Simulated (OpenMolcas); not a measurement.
# C2HCl2Si (SMILES C#C[Si](Cl)Cl): levels of theory compared

Aim: a comparison of 6 runs (UB3LYP/6-31G*, UB3LYP/cc-pVDZ, UBHLYP/cc-pVDZ, UBLYP/cc-pVDZ, UM06-L/cc-pVDZ, UTPSS/cc-pVDZ) of C2HCl2Si. 

The calculation is run with OpenMolcas 26.06.

## 1. The structure to begin with

The species is C2HCl2Si (6 atoms), meant as a doublet with charge 0. SMILES: `C#C[Si](Cl)Cl`. Geometry: relaxed at PBE0-D4/def2-TZVP.

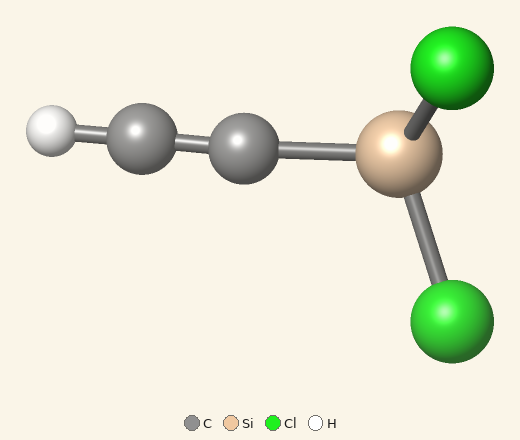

Viewed from a chosen angle; carbon grey, silicon light orange, chlorine green, hydrogen white.

## 2. Energy and gradient at UB3LYP/6-31G(d) (spherical functions) (run 1)

Input file geom.xyz:

```xyz
6

C      1.324500     0.483500     1.111500
C      0.521500     0.095400     0.297200
Si    -0.504400    -0.583800    -1.021800
Cl    -1.914000    -1.830600    -0.226100
Cl    -1.406000     0.937000    -2.046300
H      2.020400     0.834500     1.839400
```

Input file test.inp:

```
* C2HCl2Si Kohn-Sham DFT

&GATEWAY
  BASLIB=$CurrDir
  COORD=geom.xyz
  BASIS=6-31Gs
  GROUP=NoSym

&SEWARD
  GRIDINPUT
  Grid=UltraFine
  End of Grid

&SCF
  UHF
  SPIN=2
  KSDFT=B3LYP
  THRESHOLDS=1e-10 1e-07 1e-07 1e-05
  PRORBITALS=1 2

&ALASKA
```

The basis set 6-31G* is read from a file made from the Basis Set Exchange's data (not shown).

Command:

```sh
$ export MOLCAS_MEM=1860
$ pymolcas test.inp > test.log
```

The program printed:

```text
--- Start Module: gateway ---
[...]
--- Stop Module: gateway /rc=_RC_ALL_IS_WELL_ ---
[...]
      Basis functions           84
[...]
--- Start Module: scf ---
[...]
       Convergence after  19 Iterations
[...]
::    Total KS-DFT energy                           -1286.6777687973
[...]
      Total spin, S                                     0.5012913087
[...]
      Total electronic charge=   61.000000
      Total            charge=   -0.000000
[...]
      Dipole Moment (debye):
      Origin of the operator (angstrom)=   -0.8625   -0.3237   -0.7264
                   X=  2.0372E+00               Y=  3.2376E-01               Z=  1.0625E+00           Total=  2.3203E+00
      Quadrupole Moment (debye*angstrom):
[...]
--- Stop Module: scf /rc=_RC_ALL_IS_WELL_ ---
[...]
--- Start Module: alaska ---
[...]
 *              Molecular gradients               *
 **************************************************
  Irreducible representation: a
 ------------------------------------------------------------------------------------------
                              X                       Y                       Z
 ------------------------------------------------------------------------------------------
  C1               -1.17874512611280E-02   -5.28261770025207E-03   -1.13188113054310E-02
  C2                1.04736875261368E-02    4.84460524744712E-03    1.02864486639604E-02
  SI3              -1.17070253989429E-02    2.36492987895431E-03    4.18583440399800E-04
  CL4               8.41919539842806E-03    7.70582272387443E-03   -4.65124225071456E-03
  CL5               5.31044388093882E-03   -9.04182514593899E-03    6.36303193750010E-03
  H6               -7.08850145461071E-04   -5.90915004120118E-04   -1.09801048568237E-03
 ------------------------------------------------------------------------------------------
[...]
```

Run time: 28 s. Hardware: 1 thread of Intel Xeon 6975P-C (Granite Rapids), shared host; peak memory 0.46 GiB.

## 3. Energy and forces at UB3LYP/cc-pVDZ (run 2)

Input file calc.input:

```
>>> EXPORT MOLCAS_PRINT=2

&GATEWAY
  BasLib
  $CurrDir
  Coord
  6
  angstrom
  C        1.324500       0.483500       1.111500
  C        0.521500       0.095400       0.297200
  Si      -0.504400      -0.583800      -1.021800
  Cl      -1.914000      -1.830600      -0.226100
  Cl      -1.406000       0.937000      -2.046300
  H        2.020400       0.834500       1.839400
  Basis
  cc-pVDZ
  Group
  NoSym

&SEWARD
  GridInput
  Grid=UltraFine
  End of Grid

&SCF
  UHF
  Spin
  2
  KSDFT
  B3LYP
  Thresholds
  1e-10 1e-07 1e-07 1e-05
  PrOrbitals
  1 2

&ALASKA
```

The basis set cc-pVDZ is read from a file made from the Basis Set Exchange's data (not shown).

Command:

```sh
$ export MOLCAS_MEM=1860
$ pymolcas calc.input > calc.log
```

The program printed:

```text
--- Start Module: gateway ---
[...]
--- Stop Module: gateway /rc=_RC_ALL_IS_WELL_ ---
[...]
      Basis functions           87
[...]
--- Start Module: scf ---
[...]
       Convergence after  18 Iterations
[...]
::    Total KS-DFT energy                           -1286.7491233335
[...]
      Total spin, S                                     0.5013038184
[...]
      Total electronic charge=   61.000000
      Total            charge=   -0.000000
[...]
      Dipole Moment (debye):
      Origin of the operator (angstrom)=   -0.8625   -0.3237   -0.7264
                   X=  1.6562E+00               Y=  2.6171E-01               Z=  8.6176E-01           Total=  1.8852E+00
      Quadrupole Moment (debye*angstrom):
[...]
--- Stop Module: scf /rc=_RC_ALL_IS_WELL_ ---
[...]
--- Start Module: alaska ---
[...]
 *              Molecular gradients               *
 **************************************************
  Irreducible representation: a
 ------------------------------------------------------------------------------------------
                              X                       Y                       Z
 ------------------------------------------------------------------------------------------
  C1               -1.46432273339556E-02   -6.68929959345022E-03   -1.42545683513120E-02
  C2                1.27078196058288E-02    4.96388697691352E-03    1.10915886252128E-02
  SI3              -1.54084098186953E-02    5.96800459124225E-03    4.86810928264614E-03
  CL4               1.29514017053118E-02    1.15504938397848E-02   -7.11452491087350E-03
  CL5               8.26451441753484E-03   -1.37838708751161E-02    9.54709507442786E-03
  H6               -3.87209857597437E-03   -2.00921493929007E-03   -4.13769972027644E-03
 ------------------------------------------------------------------------------------------
[...]
```

Wall time 37 s (1 thread of Intel Xeon 6975P-C (Granite Rapids), shared host); peak memory 0.48 GiB.

Runs 3 to 4 aren't shown in full; the table further down has their settings and results.

## 4. A single-point energy at UM06-L/cc-pVDZ (run 5)

Input file test.inp:

```
* C2HCl2Si Kohn-Sham DFT
&GATEWAY
BasLib=$CurrDir
Coord
6
angstrom
C        1.324500       0.483500       1.111500
C        0.521500       0.095400       0.297200
Si      -0.504400      -0.583800      -1.021800
Cl      -1.914000      -1.830600      -0.226100
Cl      -1.406000       0.937000      -2.046300
H        2.020400       0.834500       1.839400
Basis=cc-pVDZ
Group=NoSym
&SEWARD
GridInput
Grid=UltraFine
End of Grid
&SCF
UHF
Spin=2
KSDFT=M06L
Thresholds=1e-10 1e-07 1e-07 1e-05
PrOrbitals=1 1
```

The basis set cc-pVDZ is read from a file made from the Basis Set Exchange's data (not shown).

Command:

```sh
$ export MOLCAS_MEM=1860
$ pymolcas test.inp > test.log
```

The program printed:

```text
--- Start Module: gateway ---
[...]
--- Stop Module: gateway /rc=_RC_ALL_IS_WELL_ ---
--- Start Module: seward ---
[...]
      Basis functions           87
--- Stop Module: seward /rc=_RC_ALL_IS_WELL_ ---
[...]
--- Start Module: scf ---
[...]
       Convergence after  19 Iterations
[...]
::    Total KS-DFT energy                           -1286.6883233382
[...]
      Total spin, S                                     0.5014646773
[...]
      Total electronic charge=   61.000000
      Total            charge=   -0.000000
[...]
      Dipole Moment (debye):
      Origin of the operator (angstrom)=   -0.8625   -0.3237   -0.7264
                   X=  1.7069E+00               Y=  2.4889E-01               Z=  8.5651E-01           Total=  1.9259E+00
      Quadrupole Moment (debye*angstrom):
[...]
--- Stop Module: scf /rc=_RC_ALL_IS_WELL_ ---
[...]
```

Run time: 47 s. Hardware: 1 thread of Intel Xeon 6975P-C (Granite Rapids), shared host; peak memory 0.48 GiB.

## 5. A single-point energy at UTPSS/cc-pVDZ (run 6)

Input file job.inp:

```
&GATEWAY
BasLib
$CurrDir
Coord
6
angstrom
C        1.324500       0.483500       1.111500
C        0.521500       0.095400       0.297200
Si      -0.504400      -0.583800      -1.021800
Cl      -1.914000      -1.830600      -0.226100
Cl      -1.406000       0.937000      -2.046300
H        2.020400       0.834500       1.839400
Basis
cc-pVDZ
Group
NoSym
&SEWARD
GridInput
Grid=UltraFine
End of Grid
&SCF
UHF
Spin
2
KSDFT
2
1.0 MGGA_X_TPSS
1.0 MGGA_C_TPSS
Thresholds
1e-10 1e-07 1e-07 1e-05
PrOrbitals
1 1
```

The basis set cc-pVDZ is read from a file made from the Basis Set Exchange's data (not shown).

Command:

```sh
$ export MOLCAS_MEM=1860
$ pymolcas job.inp > job.log
```

The program printed:

```text
--- Start Module: gateway ---
[...]
--- Stop Module: gateway /rc=_RC_ALL_IS_WELL_ ---
--- Start Module: seward ---
[...]
      Basis functions           87
--- Stop Module: seward /rc=_RC_ALL_IS_WELL_ ---
[...]
--- Start Module: scf ---
[...]
       Convergence after  20 Iterations
[...]
::    Total KS-DFT energy                           -1286.7819928540
[...]
      Total spin, S                                     0.5013705429
[...]
      Total electronic charge=   61.000000
      Total            charge=   -0.000000
[...]
      Dipole Moment (debye):
      Origin of the operator (angstrom)=   -0.8625   -0.3237   -0.7264
                   X=  1.6065E+00               Y=  3.0046E-01               Z=  9.0681E-01           Total=  1.8691E+00
      Quadrupole Moment (debye*angstrom):
[...]
--- Stop Module: scf /rc=_RC_ALL_IS_WELL_ ---
[...]
```

Run time: 50 s. Hardware: 1 thread of Intel Xeon 6975P-C (Granite Rapids), shared host; peak memory 0.48 GiB.

## 6. Overview of the runs

| run | level | task | energy (Eh) | dipole moment (D) | HOMO energy (eV) | LUMO energy (eV) | wall time |
| --- | --- | --- | --- | --- | --- | --- | --- |
| 1 | UB3LYP/6-31G* (spherical functions) | gradient | -1286.677769 | 2.32 | -6.36 | -3.49 | 28 s |
| 2 | UB3LYP/cc-pVDZ | gradient | -1286.749123 | 1.89 | -6.30 | -3.43 | 37 s |
| 3 | UBHLYP/cc-pVDZ | gradient | -1286.661608 | 2.09 | -7.62 | -2.29 | 39 s |
| 4 | UBLYP/cc-pVDZ | gradient | -1286.664424 | 1.71 | -5.17 | -3.89 | 37 s |
| 5 | UM06-L/cc-pVDZ | energy | -1286.688323 | 1.93 | -5.72 | -4.01 | 47 s |
| 6 | UTPSS/cc-pVDZ | energy | -1286.781993 | 1.87 | -5.61 | -3.86 | 50 s |

## 7. What came out

```
                                 quantity           value
                      run 6: total energy  -1286.78199 Eh
                     run 6: dipole moment          1.87 D
run 6: HOMO energy (highest over α and β)        -5.61 eV
 run 6: LUMO energy (lowest over α and β)        -3.86 eV
                              run 6: ⟨S²⟩           0.753
```

In words: The dipole moment (its size) runs from 1.71 D (UBLYP/cc-pVDZ) to 2.32 D (UB3LYP/6-31G*). The two ends differ in method and basis. Totals of different functionals can't be ranked against each other. All runs together took 4 min, the longest 50 s.
